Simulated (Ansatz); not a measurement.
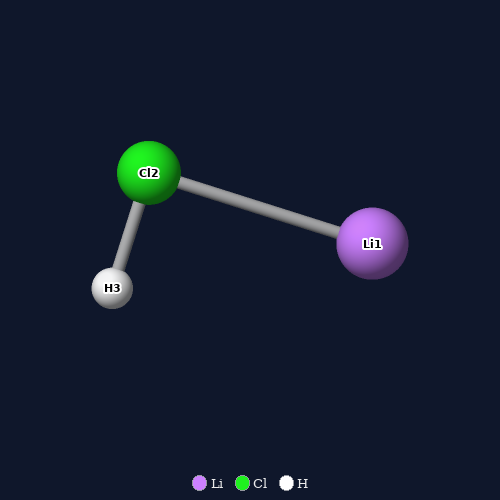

The system is Li⁺ + ClH; the picture shows the reference structure. First axis: distance Li1–Cl2. Second axis: distance Cl2–H3. Nothing is relaxed (the angle Li1–Cl2–H3 is fixed at 90 degrees). Grid: 17 × 17 points. Energies are in kJ/mol, from the lowest grid point. The reference is spin-restricted, so regions where a bond is pulled apart into radicals lie too high. The calculation used RHF/def2-TZVPD in Ansatz 0.2.0.

Its coordinates:

```
atom    x (Å)   y (Å)   z (Å)
  Li  -2.3690  0.0000  0.0000
  Cl   0.0000  0.0000  0.0000
   H   0.0000  1.2250  0.0000
```

Range: distance Li1–Cl2 from 1.840 to 4.240 Å; distance Cl2–H3 from 1.064 to 3.464 Å.

> What landscape does the calculation give?

The lowest grid point is at distance Li1–Cl2 = 2.369 Å, distance Cl2–H3 = 1.225 Å. It is the only kind of minimum in the scanned range. The highest grid point, distance Li1–Cl2 = 4.240 Å, distance Cl2–H3 = 3.464 Å, lies 771 kJ/mol above the lowest.

| distance Cl2–H3 ↓, distance Li1–Cl2 → | 1.905 | 2.112 | 2.369 | 2.659 | 2.976 | 3.315 | 3.672 | 4.047 |
| --- | --- | --- | --- | --- | --- | --- | --- | --- |
| 3.464 | 688 | 662 | 667 | 688 | 713 | 736 | 753 | 766 |
| 3.082 | 639 | 610 | 612 | 632 | 655 | 675 | 691 | 703 |
| 2.715 | 568 | 536 | 536 | 553 | 574 | 592 | 607 | 617 |
| 2.367 | 471 | 437 | 434 | 449 | 467 | 484 | 497 | 507 |
| 2.039 | 348 | 311 | 306 | 318 | 334 | 349 | 361 | 369 |
| 1.735 | 209 | 170 | 162 | 171 | 185 | 199 | 209 | 217 |
| 1.460 | 87 | 46 | 36 | 43 | 56 | 68 | 77 | 84 |
| 1.225 | 55 | 12 | 0 | 6 | 17 | 28 | 37 | 43 |
| 1.064 | 162 | 118 | 104 | 109 | 120 | 130 | 138 | 144 |

The table holds every second grid line.

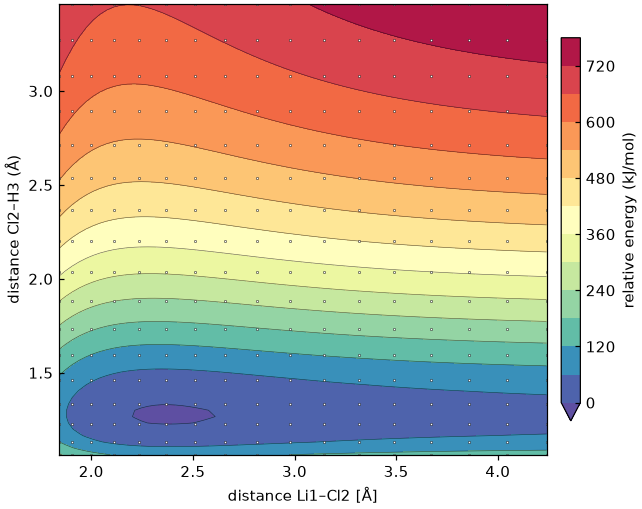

In the figure: filled contours, dots at the grid points. Between grid points the surface is interpolated.

Each point was launched as `ansatz run input.yaml --threads 1 --pin off --max-ram 2560MiB --backend cpu --events-out ev --progress --plain --runs-dir out`. The whole map (289 points run) took 100 s on 1 thread of Arm Neoverse V2, with other jobs on the host.
